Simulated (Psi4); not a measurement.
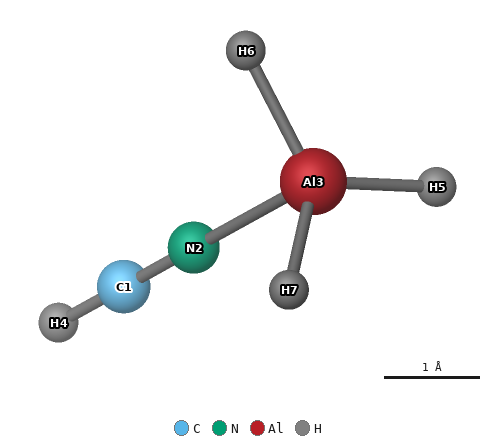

**Figure 1.** The structure as given in the input (ball-and-stick view, seen at a tilt; atoms are numbered from 1 in the order of the input). Sticks mark near contacts. Bond lengths as drawn: Al–H 1.56 to 1.57 Å, Al–N 2.00 Å, C–H 1.06 Å and C–N 1.14 Å.

CH$_{4}$AlN: energy and gradient calculation

System: CH$_{4}$AlN, SMILES C#[N+][AlH3-].
Method: B3LYP/6-31G, RKS (Psi4 1.11).

The geometry comes from this level: GFN2-xTB.

Input file (job.py):
```python
import psi4

psi4.set_memory('1600 MB')
psi4.set_num_threads(1)
psi4.set_output_file('output.dat', False)

m = psi4.geometry("""
0 1
C     -1.37186558    -3.24938407     0.43231265
N     -0.57521374    -1.27038728     0.14424280
Al     0.91610143     2.17484800    -0.29349336
H     -2.11764599    -5.08886238     0.70339386
H     -0.14853247     2.68499847    -3.00334173
H     -0.44198804     3.41292097     2.02380219
H      3.73914439     1.33586629    -0.00691640
units au
symmetry c1
no_reorient
no_com
""")

options = {'basis': '6-31G', 'puream': True, 'e_convergence': 1e-09, 'd_convergence': 1e-08, 'scf_type': 'pk', 'dft_radial_points': 99, 'dft_spherical_points': 590}
psi4.set_options(options)

E, wfn = psi4.gradient("b3lyp", molecule=m, return_wfn=True)
print('gradient / Eh bohr^-1')
print(E.np.round(6))
print(f'energy = {wfn.energy():.10f} Eh')
for k, v in sorted(psi4.core.scalar_variables().items()):
    print(f'{k:45s} {v:18.10f}')
```

Command:
```bash
python job.py
```

Log:
```
Psi4 1.11 release

gradient() will perform analytic gradient computation.

   => Loading Basis Set <=

    Name: 6-31G
    Role: ORBITAL
    Keyword: BASIS

         ---------------------------------------------------------
                                   SCF
                              RKS Reference
                        1 Threads,   1525 MiB Core
         ---------------------------------------------------------

  ==> Geometry <==

    Molecular point group: c1
    Full point group: C1

    Geometry (in Bohr), charge = 0, multiplicity = 1:

       Center              X                  Y                   Z               Mass
    ------------   -----------------  -----------------  -----------------  -----------------
         C           -1.371865580000    -3.249384070000     0.432312650000    12.000000000000
         N           -0.575213740000    -1.270387280000     0.144242800000    14.003074004430
         AL           0.916101430000     2.174848000000    -0.293493360000    26.981538530000
         H           -2.117645990000    -5.088862380000     0.703393860000     1.007825032230
         H           -0.148532470000     2.684998470000    -3.003341730000     1.007825032230
         H           -0.441988040000     3.412920970000     2.023802190000     1.007825032230
         H            3.739144390000     1.335866290000    -0.006916400000     1.007825032230

  Running in c1 symmetry.

  Rotational constants: A =      2.30345  B =      0.15125  C =      0.15124 [cm^-1]
  Rotational constants: A =  69055.83043  B =   4534.45370  C =   4534.04521 [MHz]
  Nuclear repulsion =   83.929207926437144

  Charge       = 0
  Multiplicity = 1
  Electrons    = 30
  Nalpha       = 15
  Nbeta        = 15

  ==> Algorithm <==

  SCF Algorithm Type is PK.
  DIIS enabled.
  MOM disabled.
  Fractional occupation disabled.
  Guess Type is SAD.
  Energy threshold   = 1.00e-09
  Density threshold  = 1.00e-08
  Integral threshold = 1.00e-12

  ==> Primary Basis <==

  Basis Set: 6-31G
    Blend: 6-31G
    Number of shells: 25
    Number of basis functions: 39
    Number of Cartesian functions: 39
    Spherical Harmonics?: true
    Max angular momentum: 1

  ==> DFT Potential <==

   => LibXC <=

    Version 7.1.2

   => Composite Functional: B3LYP <=

    B3LYP Hyb-GGA Exchange-Correlation Functional

    Deriv               =              1
    GGA                 =           TRUE
    Meta                =          FALSE

    Exchange Hybrid     =           TRUE
    MP2 Hybrid          =          FALSE

   => Exchange Functionals <=

    0.0800   Slater exchange
    0.7200         Becke 88

   => Exact (HF) Exchange <=

    0.2000               HF

   => Correlation Functionals <=

    0.1900   Vosko, Wilk & Nusair (VWN5_RPA)
    0.8100   Lee, Yang & Parr

   => LibXC Density Thresholds  <==

    XC_HYB_GGA_XC_B3LYP:  1.00E-15

   => Molecular Quadrature <=

    Radial Scheme          =       TREUTLER
    Pruning Scheme         =           NONE
    Nuclear Scheme         =       TREUTLER

    Blocking Scheme        =         OCTREE
    BS radius alpha        =              1
    Pruning alpha          =              1
    Radial Points          =             99
    Spherical Points       =            590
    Total Points           =         391691
    Total Blocks           =           2844
    Max Points             =            256
    Max Functions          =             38
    Weights Tolerance      =       1.00E-15

  ==> Integral Setup <==

  Using in-core PK algorithm.
   Calculation information:
      Number of atoms:                   7
      Number of AO shells:              25
      Number of primitives:             70
      Number of atomic orbitals:        39
      Number of basis functions:        39

      Integral cutoff                 1.00e-12
      Number of threads:                 1

  Performing in-core PK
  Using 609180 doubles for integral storage.
  We computed 49204 shell quartets total.
  Whereas there are 52975 unique shell quartets.

  ==> DiskJK: Disk-Based J/K Matrices <==

    J tasked:                  Yes
    K tasked:                  Yes
    wK tasked:                  No
    Memory [MiB]:              758
    Schwarz Cutoff:          1E-12

  Cached 100.0% of DFT collocation blocks in 0.376 [GiB].

  Minimum eigenvalue in the overlap matrix is 3.3400240510E-03.
  Reciprocal condition number of the overlap matrix is 8.5049438465E-04.
    Using symmetric orthogonalization.

  ==> Pre-Iterations <==

  SCF Guess: Superposition of Atomic Densities via on-the-fly atomic UHF (no occupation information).

   -------------------------
    Irrep   Nso     Nmo
   -------------------------
     A         39      39
   -------------------------
    Total      39      39
   -------------------------

  ==> Iterations <==

                        Total Energy        Delta E     RMS |[F,P]|

   @RKS iter SAD:  -336.91495740035691   -3.36915e+02   0.00000e+00
   @RKS iter   1:  -337.43648007580259   -5.21523e-01   1.47321e-02 ADIIS/DIIS
   @RKS iter   2:  -336.92994425203256    5.06536e-01   2.93600e-02 ADIIS/DIIS
   @RKS iter   3:  -337.59968454885183   -6.69740e-01   2.19292e-03 ADIIS/DIIS
   @RKS iter   4:  -337.60368083570495   -3.99629e-03   5.96805e-04 ADIIS/DIIS
   @RKS iter   5:  -337.60402509011544   -3.44254e-04   7.08662e-05 DIIS
   @RKS iter   6:  -337.60403169976570   -6.60965e-06   2.10279e-05 DIIS
   @RKS iter   7:  -337.60403201132488   -3.11559e-07   4.00368e-06 DIIS
   @RKS iter   8:  -337.60403202126577   -9.94089e-09   7.79052e-07 DIIS
   @RKS iter   9:  -337.60403202168459   -4.18822e-10   1.01560e-07 DIIS
   @RKS iter  10:  -337.60403202169130   -6.70752e-12   4.69244e-09 DIIS
  Energy and wave function converged.

  ==> Post-Iterations <==

   Electrons on quadrature grid:
      Ntotal   =   30.0000004978 ; deviation = 4.978e-07

    Orbital Energies [Eh]
    ---------------------

    Doubly Occupied:

       1A    -55.993869     2A    -14.441002     3A    -10.319821
       4A     -4.096811     5A     -2.652025     6A     -2.647147
       7A     -2.647142     8A     -1.026741     9A     -0.669373
      10A     -0.541972    11A     -0.447117    12A     -0.447111
      13A     -0.357063    14A     -0.269391    15A     -0.269287

    Virtual:

      16A     -0.050336    17A     -0.050237    18A      0.017464
      19A      0.048869    20A      0.099701    21A      0.099826
      22A      0.121198    23A      0.168182    24A      0.238257
      25A      0.238467    26A      0.252128    27A      0.318001
      28A      0.482899    29A      0.483177    30A      0.709059
      31A      0.733939    32A      0.734392    33A      0.820597
      34A      0.962217    35A      1.029639    36A      1.030416
      37A      1.058779    38A      1.140415    39A      1.551570

    Final Occupation by Irrep:
              A
    DOCC [    15 ]
    NA   [    15 ]
    NB   [    15 ]

  @RKS Final Energy:  -337.60403202169130

   => Energetics <=

    Nuclear Repulsion Energy =             83.9292079264371438
    One-Electron Energy =                -630.6808966660075839
    Two-Electron Energy =                 235.3128219642938745
    DFT Exchange-Correlation Energy =     -26.1651652464147269
    Empirical Dispersion Energy =           0.0000000000000000
    VV10 Nonlocal Energy =                  0.0000000000000000
    Total Energy =                       -337.6040320216912960

Computation Completed

Properties will be evaluated at   0.000000,   0.000000,   0.000000 [a0]

Properties computed using the SCF density matrix

 Multipole Moments:

 ------------------------------------------------------------------------------------
     Multipole            Electronic (a.u.)      Nuclear  (a.u.)        Total (a.u.)
 ------------------------------------------------------------------------------------

 L = 1.  Multiply by 2.5417464519 to convert [e a0] to [Debye]
 Dipole X            :         -1.6257018            0.6826068           -0.9430950
 Dipole Y            :         -4.4861534            2.2289320           -2.2572215
 Dipole Z            :          0.8016223           -0.4949003            0.3067220
 Magnitude           :                                                    2.4654726

 ------------------------------------------------------------------------------------

	total time  =          7 seconds =       0.12 minutes

         ------------------------------------------------------------
                                   SCF GRAD
         ------------------------------------------------------------

  ==> Geometry <==

    Molecular point group: c1
    Full point group: C1

    Geometry (in Bohr), charge = 0, multiplicity = 1:

       Center              X                  Y                   Z               Mass
    ------------   -----------------  -----------------  -----------------  -----------------
         C           -1.371865580000    -3.249384070000     0.432312650000    12.000000000000
         N           -0.575213740000    -1.270387280000     0.144242800000    14.003074004430
         AL           0.916101430000     2.174848000000    -0.293493360000    26.981538530000
         H           -2.117645990000    -5.088862380000     0.703393860000     1.007825032230
         H           -0.148532470000     2.684998470000    -3.003341730000     1.007825032230
         H           -0.441988040000     3.412920970000     2.023802190000     1.007825032230
         H            3.739144390000     1.335866290000    -0.006916400000     1.007825032230

  Nuclear repulsion =   83.929207926437144

  ==> Basis Set <==

  Basis Set: 6-31G
    Blend: 6-31G
    Number of shells: 25
    Number of basis functions: 39
    Number of Cartesian functions: 39
    Spherical Harmonics?: true
    Max angular momentum: 1

  ==> DirectJKGrad: Integral-Direct SCF Gradients <==

    Gradient:                    1
    J tasked:                  Yes
    K tasked:                  Yes
    wK tasked:                  No
    Integrals threads:           1
    Schwarz Cutoff:          1E-12

  ==> DFT Potential <==

   => LibXC <=

    Version 7.1.2

   => Composite Functional: B3LYP <=

    B3LYP Hyb-GGA Exchange-Correlation Functional

    Deriv               =              1
    GGA                 =           TRUE
    Meta                =          FALSE

    Exchange Hybrid     =           TRUE
    MP2 Hybrid          =          FALSE

   => Exchange Functionals <=

    0.0800   Slater exchange
    0.7200         Becke 88

   => Exact (HF) Exchange <=

    0.2000               HF

   => Correlation Functionals <=

    0.1900   Vosko, Wilk & Nusair (VWN5_RPA)
    0.8100   Lee, Yang & Parr

   => LibXC Density Thresholds  <==

    XC_HYB_GGA_XC_B3LYP:  1.00E-15

   => Molecular Quadrature <=

    Radial Scheme          =       TREUTLER
    Pruning Scheme         =           NONE
    Nuclear Scheme         =       TREUTLER

    Blocking Scheme        =         OCTREE
    BS radius alpha        =              1
    Pruning alpha          =              1
    Radial Points          =             99
    Spherical Points       =            590
    Total Points           =         391691
    Total Blocks           =           2844
    Max Points             =            256
    Max Functions          =             38
    Weights Tolerance      =       1.00E-15

  -Total Gradient:
     Atom            X                  Y                   Z
    ------   -----------------  -----------------  -----------------
       1        0.018558166353     0.044574734528    -0.006336245728
       2       -0.014992147406    -0.036092731647     0.005259865921
       3       -0.000853764040    -0.002395169787     0.000288740139
       4        0.002050756858     0.005191496504    -0.000695247243
       5        0.003659969170    -0.004569255667     0.012281377484
       6        0.004806181339    -0.007889631772    -0.009849089112
       7       -0.013228828328     0.001182290677    -0.000949964616

	total time  =          2 seconds =       0.03 minutes
```

Standard output:
```
gradient / Eh bohr^-1
[[ 0.018558  0.044575 -0.006336]
 [-0.014992 -0.036093  0.00526 ]
 [-0.000854 -0.002395  0.000289]
 [ 0.002051  0.005191 -0.000695]
 [ 0.00366  -0.004569  0.012281]
 [ 0.004806 -0.00789  -0.009849]
 [-0.013229  0.001182 -0.00095 ]]
energy = -337.6040320217 Eh
CURRENT ENERGY                                   -337.6040320217
CURRENT REFERENCE ENERGY                         -337.6040320217
DD SOLVATION ENERGY                                 0.0000000000
DFT FUNCTIONAL TOTAL ENERGY                      -337.6040320217
DFT TOTAL ENERGY                                 -337.6040320217
DFT VV10 ENERGY                                     0.0000000000
DFT XC ENERGY                                     -26.1651652464
GRID ELECTRONS ALPHA                               15.0000002489
GRID ELECTRONS BETA                                15.0000002489
GRID ELECTRONS TOTAL                               30.0000004978
NUCLEAR REPULSION ENERGY                           83.9292079264
ONE-ELECTRON ENERGY                              -630.6808966660
PCM POLARIZATION ENERGY                             0.0000000000
PE ENERGY                                           0.0000000000
SCF ITERATION ENERGY                             -337.6040320217
SCF ITERATIONS                                     10.0000000000
SCF TOTAL ENERGY                                 -337.6040320217
TWO-ELECTRON ENERGY                               235.3128219643
XC GRID RADIAL POINTS                              99.0000000000
XC GRID SPHERICAL POINTS                          590.0000000000
XC GRID TOTAL POINTS                           391691.0000000000
```

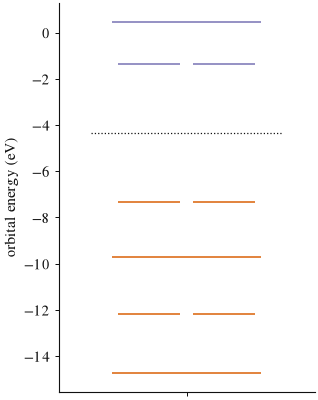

**Figure 2.** Orbital energies near the frontier; the dotted line parts filled from empty levels, and levels within 0.02 eV of each other stand side by side. Highest filled −7.33 eV, lowest empty −1.37 eV, 5.96 eV apart.

Summary:

```tsv
quantity	value
outcome	converged
total energy	−337.604032 hartree
basis functions	39
largest force	2.504 eV/Å
HOMO	−7.33 eV
LUMO	−1.37 eV
dipole moment	6.27 D
hardware	1 thread of Intel Xeon @ 2.50GHz (Skylake/Cascade Lake), 16 GiB of memory available, shared host
wall time	11 s
peak memory	0.62 GiB
```
